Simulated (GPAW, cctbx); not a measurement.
## Bonding in ZnGe3P4 as X-rays see it

Question: by how much does bonding change the X-ray structure factors of ZnGe3P4, how firmly does DFT give the change, and what does a routine refinement make of it?

The cell comes from substitution in a known structure type and wasn't matched to any measured phase. All numbers below are calculated.

**1. Relax the structure**

The density hangs on the geometry, so cell and atoms are relaxed first, with the symmetry held. The cutoff is set higher than for the density because stress converges slowly with plane waves.

Settings: GPAW 26.7.0, PBE, 570 eV, 3×3×3 k-points, Fermi–Dirac width 0.05 eV, BFGS to 0.03 eV/Å.

```text
cell
1.0
     5.378000000    0.000000000    0.000000000
     0.000000000    5.378000000    0.000000000
    -2.689000000   -2.689000000    5.357000000
Ge Zn P
3 1 4
Direct
0.250000000 0.750000000 0.500000000
0.750000000 0.250000000 0.500000000
0.500000000 0.500000000 0.000000000
0.000000000 0.000000000 0.000000000
0.368000000 0.368000000 0.241200000
0.632000000 0.126800000 0.758800000
0.873200000 0.873200000 0.241200000
0.126800000 0.632000000 0.758800000
```

```console
$ OMP_NUM_THREADS=1 mpirun -n 4 gpaw python run.py > gpaw.log
```

```text
BFGS:    0      -35.602951        1.058208
BFGS:    1      -35.652230        1.008729
BFGS:    2      -35.967184        0.531686
BFGS:    3      -36.037770        0.265287
...
BFGS:   17      -36.087746        0.126448
BFGS:   18      -36.091961        0.098827
BFGS:   19      -36.098071        0.013684
cell  5.6980 5.6980 6.6622  115.32 115.32 90.00
volume 172.264 A^3, largest force 0.009 eV/A, largest stress 0.05 GPa
```

After 19 steps the volume has changed by +11.2 % and the energy by -0.495 eV; the largest stress left is 0.05 GPa. It took 2.4 min on 4 cores of Arm Neoverse V2 (shared host), peak memory 1.2 GiB.

Relaxed structure: I-42m (no. 121), a = 5.6980 Å, b = 5.6980 Å, c = 10.6115 Å, α = 90.00°, β = 90.00°, γ = 90.00°.

| atom | mult. | x | y | z |
| --- | --- | --- | --- | --- |
| Ge1 | 4 | 1/2 | 0 | 1/4 |
| Ge2 | 2 | 1/2 | 1/2 | 0 |
| Zn1 | 2 | 0 | 0 | 0 |
| P1 | 8 | 0.7519 | 0.2481 | 0.1251 |

**2. The all-electron density**

X-rays see the whole electron density, so the PAW density is rebuilt with its core regions. Subtracting spherical free atoms from the same code cancels the cores and leaves the deformation density Δρ, the part due to bonding.

Settings: PBE, 450 eV, 4×4×4 k-points, Fermi–Dirac width 0.05 eV; primitive cell of 8 atoms.

```console
$ OMP_NUM_THREADS=1 mpirun -n 4 gpaw python run.py > gpaw.log
```

```text
|iter:   1|       0s |  -36.548979 | +0.19 |       |
|iter:   2|       1s |  -36.442930 | -1.60 | -1.02 |
|iter:   3|       3s |  -35.964815 | -1.74 | -1.06 |
...
|iter:   8|       9s |  -35.917793c| -5.85 | -3.65 |
|iter:   9|      11s |  -35.917814c| -6.72 | -4.10c|
|iter:  10|      12s |  -35.917811c| -7.85c| -4.53c|
```

```text
gpts.py:43: UserWarning: Initial realspace grid (28,28,35) inconsistent with symmetries.
gpts.py:43: UserWarning: Initial realspace grid (28,28,35) inconsistent with symmetries.
gpts.py:43: UserWarning: Initial realspace grid (28,28,35) inconsistent with symmetries.
gpts.py:43: UserWarning: Initial realspace grid (28,28,35) inconsistent with symmetries.
gpts.py:70: UserWarning: Using symmetrized grid: (35,35,35).
gpts.py:70: UserWarning: Using symmetrized grid: (35,35,35).
gpts.py:70: UserWarning: Using symmetrized grid: (35,35,35).
gpts.py:70: UserWarning: Using symmetrized grid: (35,35,35).
grid (70, 70, 70)  electrons 186.000  moved by bonding 1.740 e
deformation density beyond 0.5 A of the nuclei: max 0.145, min -0.085 e/A^3
atom        x       y       z   Voronoi charge  moment
Ge1    0.7500  0.2500  0.5000      0.110       0.00
Ge2    0.2500  0.7500  0.5000      0.110       0.00
Ge3    0.5000  0.5000  0.0000      0.156       0.00
Zn4    0.0000  0.0000  0.0000      0.205       0.00
P 5    0.8770  0.3732  0.2502     -0.145       0.00
P 6    0.6268  0.6268  0.7498     -0.145       0.00
P 7    0.3732  0.8770  0.2502     -0.145       0.00
P 8    0.1230  0.1230  0.7498     -0.145       0.00
mean inner potential of superposed free atoms 13.862 V
total magnetic moment 0.000 muB
```

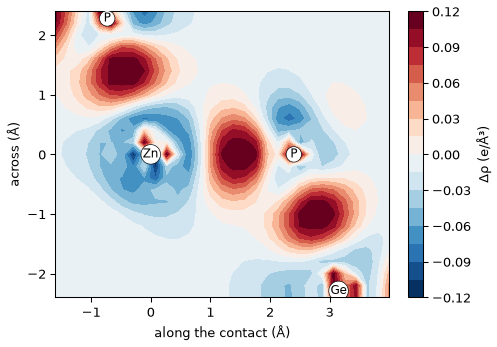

Deformation density in a plane through the shortest contact of the Zn atom at the origin; red gains electrons, blue loses them.

P gains most (-0.14 e) and Zn loses most (+0.20 e), in averages over each element's sites, as electronegativity suggests. Such charges fall far short of formal ones, since overlapping free atoms already put density on their neighbours. Along the shortest contact from the Zn atom at the map's origin, Zn–P at 2.40 Å, Δρ is +0.11 e/Å³ at the midpoint and highest, +0.14, 1.49 Å from Zn (points within 0.5 Å of a nucleus left out): a bond charge, the mark of covalency, pulled towards P. At the midpoints of other shortest contacts it is +0.13 (Ge–P, 2.41 Å) e/Å³. Point values carry grid noise of about 0.01 e/Å³. The run needed 10 iterations, 19 s.

**3. Structure factors**

The Fourier components of Δρ, added to those of the free atoms, give the static X-ray structure factors; the Mott–Bethe relation turns them into the Fourier components V of the potential that fast electrons feel.

```text
static structure factors of the conventional cell: F in electrons, V (Mott-Bethe) in volts
   h  k  l      d  |F| table  |F| free   |F| DFT   change   |V| free  |V| DFT  change %
   0  0  2  5.3057     3.423     3.379     3.588    0.209     0.289    0.211    -27.0
   1  0  1  5.0201     2.333     2.294     2.367    0.072     0.229    0.205    -10.6
   1  1  0  4.0291     2.956     2.963     3.184    0.220     0.220    0.173    -21.6
   1  1  2  3.2088   234.043   234.233   234.953    0.720     6.315    6.183     -2.1
   1  0  3  3.0052     3.418     3.522     3.568    0.046     0.181    0.175     -3.1
   2  0  0  2.8490   121.840   121.698   120.959   -0.739     1.116    1.196      7.2
   0  0  4  2.6529   120.514   120.281   119.755   -0.526     1.097    1.147      4.5
   2  0  2  2.5100     2.456     2.605     2.777    0.172     0.104    0.090    -13.9
   2  1  1  2.4778     3.549     3.691     3.828    0.137     0.142    0.131     -7.3
   1  1  4  2.2157     2.591     2.751     2.908    0.157     0.083    0.074    -11.9
   2  1  3  2.0676     2.348     2.481     2.652    0.171     0.065    0.055    -14.4
   2  2  0  2.0145   263.180   262.730   262.310   -0.420     5.896    5.919      0.4
   1  0  5  1.9888     3.272     3.427     3.634    0.207     0.084    0.073    -13.0
   2  0  4  1.9415   259.401   258.877   258.133   -0.744     5.671    5.708      0.7
```

The largest X-ray change is -0.74 e on 204, 0.3 % of |F|. For electrons V goes as (Z − F)/g², so a change of F counts against Z − F, which is small at low angle and wherever the atoms' terms cancel: |V| of 002 moves by -27.0 % (0.29 to 0.21 V) against +6.2 % in |F|. The last three rows still change by up to 0.74 e; the table stops while the angles are still low. The tabulated Hartree–Fock atoms differ from the free DFT atoms by up to 0.52 e, so the choice of reference atom matters too.

**4. The functional ladder**

The same geometry is run with other functionals, to see whether the bonding signal is larger than the spread between approximations. Free atoms are LDA for LDA and PBE otherwise; meta-GGAs and hybrids keep PBE cores. Any other changed setting is in the row's label.

| run | ΔF 200 (e) | ΔF 112 (e) | ΔF 004 (e) | q(P) (e) | moved (e) | time |
| --- | --- | --- | --- | --- | --- | --- |
| PBE | -0.739 | +0.720 | -0.526 | -0.145 | 1.740 | 19 s |
| LDA | -0.677 | +0.666 | -0.484 | -0.129 | 1.662 | 18 s |
| r2SCAN | -0.652 | +0.746 | -0.440 | -0.147 | 1.861 | 49 s |

At the base's settings ΔF(200) spans -0.739 to -0.652 e, a spread of 12 % of the PBE value; over the three listed reflections the spread is at most 16 %, so sign and size hold across the functionals. Times are from shared hosts.

**5. Refining ordinary atoms against data with bonding**

Routine crystallography fits spherical atoms. To see the bias, intensities are simulated from tabulated atoms plus the DFT change ΔF, so that bonding alone can misfit (5752 reflections of the full sphere, merged to the counts below, to 0.5 Å, 1.5 % proportional noise plus counting noise, assumed isotropic U as listed, Δρ smeared by the mean U) and refined with cctbx over different ranges.

| range | data | R1 | GooF | U Ge1 (true 0.0037) | U Ge2 (true 0.0037) | U Zn1 (true 0.0038) | U P1 (true 0.0047) | largest shift (Å) | Δρ max, min (e/Å³) |
| --- | --- | --- | --- | --- | --- | --- | --- | --- | --- |
| all data | 792 | 0.0076 | 0.94 | 0.0037 | 0.0037 | 0.0038 | 0.0047 | 0.0003 | 0.22, -0.24 |
| low resolution, d > 0.84 | 179 | 0.0064 | 1.04 | 0.0035 | 0.0035 | 0.0035 | 0.0046 | 0.0006 | 0.11, -0.09 |
| high order, d < 0.75 | 549 | 0.0084 | 0.92 | 0.0037 | 0.0037 | 0.0038 | 0.0047 | 0.0004 | 0.23, -0.21 |
| occupancies free, d > 0.7 | 300 | 0.0068 | 0.99 | 0.0036 | 0.0037 | 0.0038 | 0.0047 | 0.0002 | 0.14, -0.13 |

With all data GooF is 0.94, so at this noise the bonding hardly shows; the top residual peak, near noise level, lies 0.00 Å from Zn and 2.40 Å from P, on the atom. U of Zn1 is off by -8 % at low resolution and by +0 % from high-order data, where mostly the cores scatter (GooF 0.92). With Ge1 held at 1 and the scale free, the other occupancies refine to Ge2 1.002(0.001), Zn1 1.002(0.001) and P1 1.000(0.003), within three s.u. of full.

**6. Answer**

Bonding moves 1.74 e in the primitive cell of ZnGe3P4 and changes the structure factors of the conventional cell in the table above by at most 0.74 e (204, 0.3 %), and among reflections above 2 % of the strongest by up to 0.6 % (200). The shortest bond, Zn–P, has Δρ = +0.11 e/Å³ at its midpoint, a covalent bond charge. At the base's settings ΔF(200) spans -0.739 to -0.652 e, a spread of 12 % of the PBE value; over the three listed reflections the spread is at most 16 %, so sign and size hold across the functionals. With all data GooF is 0.94, so at this noise the bonding hardly shows. Limits: static density, frozen cores, no spin–orbit coupling.

[Outputs are excerpts: Python notices, other lines and further rows are left out; steps that failed or that the build refused (PBEsol, TPSS) are not shown.]

[Logs are printed without paths, hosts, clocks, repeated set-up lines and the standing remarks that a program may print on its own settings, such as how far it seeks lower states.]
